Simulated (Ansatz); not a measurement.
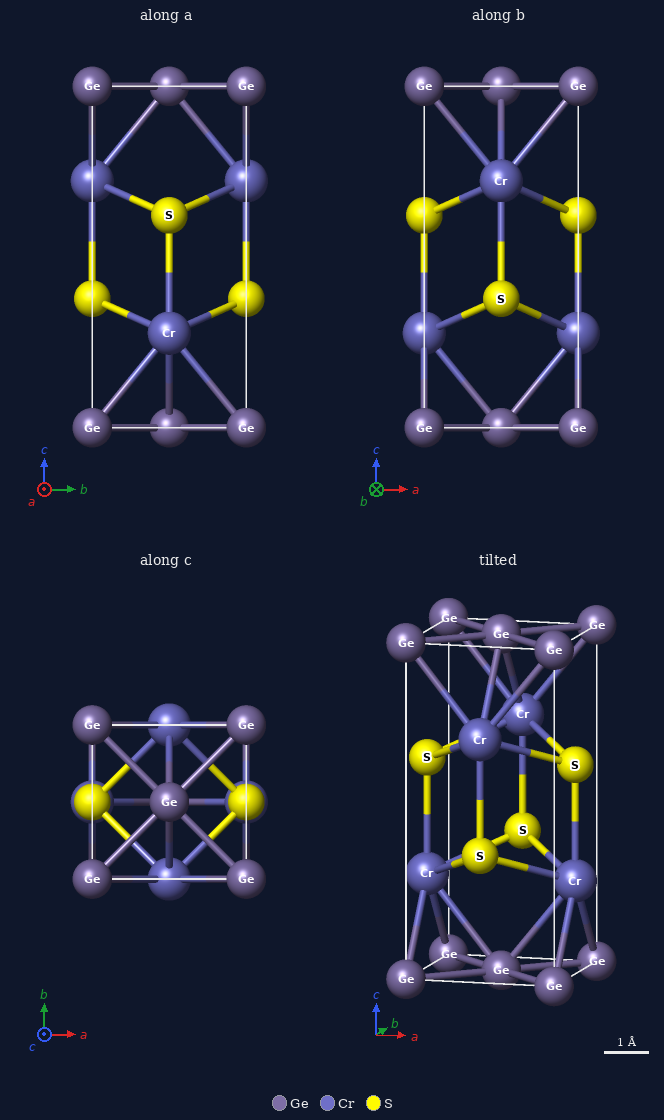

Ball-and-stick model, viewed along the a axis, along the b axis, along the c axis and slightly off an axis. The lines enclose the conventional unit cell; boundary atoms appear with their images.

Lattice parameters: a = 3.514 Å, b = 3.514 Å, c = 7.787 Å, α = 90.00°, β = 90.00°, γ = 90.00°. Put a along x and b in the xy plane.

Question: Set out the cell and atoms as a POSCAR file, with free fractional coordinates to two decimals.

Answer:
```
Ge Cr S
1.0
     3.514    0.000    0.000
     0.000    3.514    0.000
     0.000    0.000    7.787
Ge Cr S
2 2 2
Direct
  0.00 0.00 0.00
  0.50 0.50 0.00
  0.00 0.50 0.28
  0.50 0.00 0.72
  0.00 0.50 0.62
  0.50 0.00 0.38
```

The geometry is that of a generated cell, made by putting these elements into a known structure type (the compound may or may not exist in this form), without relaxation. It was the input of a calculation with Ansatz.

At this level of theory the cell isn't at rest (forces up to 1.3 eV/Å), so its distances can differ from those at equilibrium, the more so the softer the solid.
